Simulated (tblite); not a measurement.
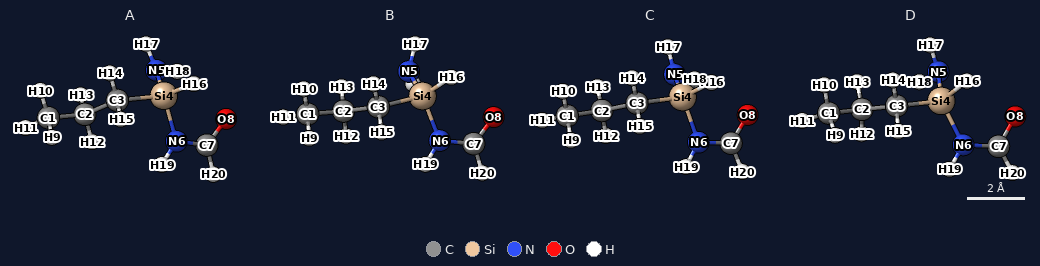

4 geometries from one relaxation of C4H12N2OSi, in shuffled order. Style: ball-and-stick. Shown from a free direction.

These are results of tblite 0.8.0, GFN2-xTB geometry optimisation, gas phase, not measurements. 

**Put them in the order of the run, from the start to the converged end.**

D, B, C, A. They are steps 0, 41, 63, 184, at +121.7 kJ/mol, +14.1 kJ/mol, +3.27 kJ/mol relative to the last. Over 184 geometry steps the energy falls by 121.7 kJ/mol. The atom that moves furthest after the best rigid fit is H18 (1.40 Å). Largest moves by element: H 1.40 Å, C 0.43 Å, O 0.36 Å, N 0.28 Å, Si 0.23 Å. Among the contacts that change: N6–C7 1.436 → 1.337 Å, C7–O8 1.272 → 1.208 Å, C3–Si4 1.838 → 1.898 Å, Si4–N5 1.774 → 1.718 Å. Bond angles that change, for instance: Si4–N5–H17 105.6° → 119.6°, N5–Si4–H16 105.6° → 118.9°, H12–C2–H13 114.9° → 107.4°. Groups turn about C3–Si4 by about 20°. The run took 0.91 s on 1 thread of AMD EPYC 9B45, on a shared host.
